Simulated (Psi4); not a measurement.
# S2F2 (Thio-thionyl fluoride) at MP2/cc-pVTZ (density fitting with def2-universal-jkfit, density fitting for correlation, sweep point 3)

Aim: the vertical electron affinity of S2F2 (Thio-thionyl fluoride) at MP2/cc-pVTZ (density fitting with def2-universal-jkfit, density fitting for correlation, sweep point 3), from 2 runs. 

Program for the calculation: Psi4 1.11.

4 further runs of the same task are left out: 2 that didn't finish, 2 set aside as unsound or not needed.

## (1) The molecule

S2F2: 4 atoms, total charge 0, spin state singlet. SMILES: `FS(F)=S`. Geometry: relaxed at PBE0-D4/def2-TZVP.

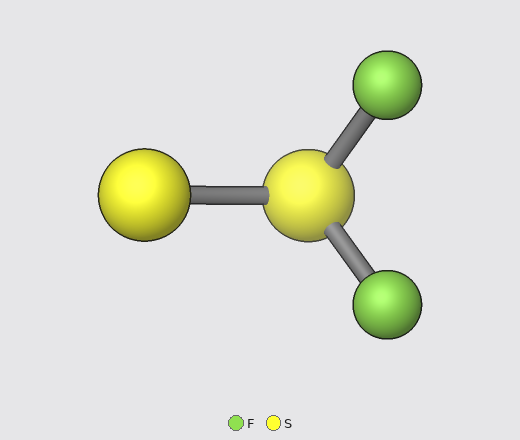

The structure, seen from a chosen angle (fluorine green, sulfur yellow).

## (2) A single-point energy at MP2/cc-pVTZ (density fitting with def2-universal-jkfit, density fitting for correlation, sweep point 3)

Input file input.inp:

```
memory 1600 mb

molecule {
  0 1
  F      1.38881642     0.63644086     2.26587611
  S     -0.90875040    -0.17020763     0.45491377
  F      0.59235355    -2.61243298    -0.54082072
  S     -1.07243847     2.14618086    -2.17996916
  units au
  symmetry c1
}

set {
  basis cc-pVTZ
  puream true
  scf_type df
  num_frozen_docc 12
  df_basis_scf def2-universal-jkfit
}

E = energy('mp2')
print_variables()
```

Started as:

```console
$ psi4 -n 1 input.inp input.out
```

input.out:

```text
[...]
  Running in c1 symmetry.
[...]
  Nuclear repulsion =  240.671041810069113
[...]
  Multiplicity = 1
[...]
  Nalpha       = 25
  Nbeta        = 25
[...]
    Number of basis functions: 128
[...]
   @DF-RHF iter   1:  -993.87696257763150   -9.56409e-02   3.95675e-03 ADIIS/DIIS
[...]
   @DF-RHF iter  13:  -993.98732645499206   -6.93490e-12   3.43723e-09 DIIS
[...]
    Orbital Energies [Eh]
    ---------------------
    Doubly Occupied:
       1A    -92.219951     2A    -91.974101     3A    -26.357633
       4A    -26.357616     5A     -9.195766     6A     -8.978553
       7A     -6.876506     8A     -6.875984     9A     -6.873378
      10A     -6.659681    11A     -6.657237    12A     -6.656767
      13A     -1.692123    14A     -1.640207    15A     -1.136386
      16A     -0.911590    17A     -0.793903    18A     -0.773609
      19A     -0.745919    20A     -0.710533    21A     -0.675211
      22A     -0.648708    23A     -0.517602    24A     -0.420466
      25A     -0.396860
[...]
  @DF-RHF Final Energy:  -993.98732645499206
   => Energetics <=
    Nuclear Repulsion Energy =            240.6710418100691129
    One-Electron Energy =               -1855.8241550398249728
    Two-Electron Energy =                 621.1657867747638875
    Total Energy =                       -993.9873264549920577
[...]
 Multipole Moments:
 ------------------------------------------------------------------------------------
     Multipole            Electronic (a.u.)      Nuclear  (a.u.)        Total (a.u.)
 ------------------------------------------------------------------------------------
 L = 1.  Multiply by 2.5417464519 to convert [e a0] to [Debye]
 Dipole X            :          0.8032650           -1.2613671           -0.4581022
 Dipole Y            :         -1.3636182            1.2580585           -0.1055597
 Dipole Z            :          1.3505373           -1.0982994            0.2522379
 Magnitude           :                                                    0.5335020
[...]
```

Run time: 5.1 s. Hardware: 1 thread of Intel Xeon at 2.70GHz, shared host; peak memory 0.34 GiB.

## (3) The doublet anion at the same level

Input file calc.inp:

```
memory 1.6 GB

molecule mol {
  -1 2
  F      1.38881642     0.63644086     2.26587611
  S     -0.90875040    -0.17020763     0.45491377
  F      0.59235355    -2.61243298    -0.54082072
  S     -1.07243847     2.14618086    -2.17996916
  units au
  symmetry c1
}

set globals {
  reference       uhf
  puream          true
  scf_type        df
  num_frozen_docc 12
  df_basis_scf    def2-universal-jkfit
  maxiter         100
}

e_tot = energy('mp2/cc-pVTZ')
```

Started as:

```console
$ psi4 -i calc.inp -o calc.out -n 1
```

calc.out:

```text
[...]
  Running in c1 symmetry.
[...]
  Nuclear repulsion =  240.671041810069113
[...]
  Multiplicity = 2
[...]
  Nalpha       = 26
  Nbeta        = 25
[...]
    Number of basis functions: 128
[...]
   @DF-UHF iter   1:  -993.87344103647627   -9.21193e-02   3.63344e-03 ADIIS/DIIS
[...]
   @DF-UHF iter  16:  -993.96644382067507   -1.23919e-11   9.06624e-09 DIIS
[...]
   @S^2 Observed:                7.701757882E-01
[...]
    Orbital Energies [Eh]
    ---------------------
    Alpha Occupied:
       1A    -91.894283     2A    -91.706688     3A    -26.093991
       4A    -26.093969     5A     -8.878223     6A     -8.712994
       7A     -6.569615     8A     -6.557338     9A     -6.554415
      10A     -6.394231    11A     -6.393971    12A     -6.391927
      13A     -1.447041    14A     -1.398499    15A     -0.883038
      16A     -0.662493    17A     -0.578260    18A     -0.526982
      19A     -0.499520    20A     -0.462638    21A     -0.427311
      22A     -0.424322    23A     -0.259141    24A     -0.214105
      25A     -0.151912    26A     -0.018561
    Alpha Virtual:
[...]
  @DF-UHF Final Energy:  -993.96644382067507
   => Energetics <=
    Nuclear Repulsion Energy =            240.6710418100691129
    One-Electron Energy =               -1869.2904897062489908
    Two-Electron Energy =                 634.6530040755048958
    Total Energy =                       -993.9664438206750674
  UHF NO Occupations:
  HONO-2 :   24  A 1.9973960
  HONO-1 :   25  A 1.9942848
[...]
 Multipole Moments:
 ------------------------------------------------------------------------------------
     Multipole            Electronic (a.u.)      Nuclear  (a.u.)        Total (a.u.)
 ------------------------------------------------------------------------------------
 L = 1.  Multiply by 2.5417464519 to convert [e a0] to [Debye]
 Dipole X            :          1.3669660           -1.2613671            0.1055988
 Dipole Y            :         -1.7745761            1.2580585           -0.5165176
 Dipole Z            :          1.6662852           -1.0982994            0.5679858
 Magnitude           :                                                    0.7749512
[...]
```

Wall time 6 s (1 thread of Intel Xeon at 2.70GHz, shared host); peak memory 0.34 GiB.

## (4) Results

At MP2/cc-pVTZ (density fitting with def2-universal-jkfit, density fitting for correlation, sweep point 3), 12 core orbitals frozen:

```
                                                                 quantity          value
                                               singlet S2F2: total energy  -994.85287 Eh
                        singlet S2F2: HOMO energy (Hartree–Fock orbitals)      -10.80 eV
                        singlet S2F2: LUMO energy (Hartree–Fock orbitals)        1.68 eV
                      singlet S2F2: HOMO–LUMO gap (Hartree–Fock orbitals)       12.48 eV
               singlet S2F2: correlation energy (12 core orbitals frozen)     -865.5 mEh
                                              doublet anion: total energy  -994.83263 Eh
doublet anion: HOMO energy (Hartree–Fock orbitals) (highest over α and β)       -0.51 eV
 doublet anion: LUMO energy (Hartree–Fock orbitals) (lowest over α and β)        9.90 eV
              doublet anion: correlation energy (12 core orbitals frozen)     -866.2 mEh
                         doublet anion: ⟨S²⟩ of the reference determinant          0.770
                        vertical electron affinity (to the doublet anion)      -0.551 eV
```

**Reading.** The anion lies 0.55 eV (12.7 kcal/mol) above the neutral: the electron isn't bound at this level, and such a value depends on the basis. Without diffuse functions anions come out too high.
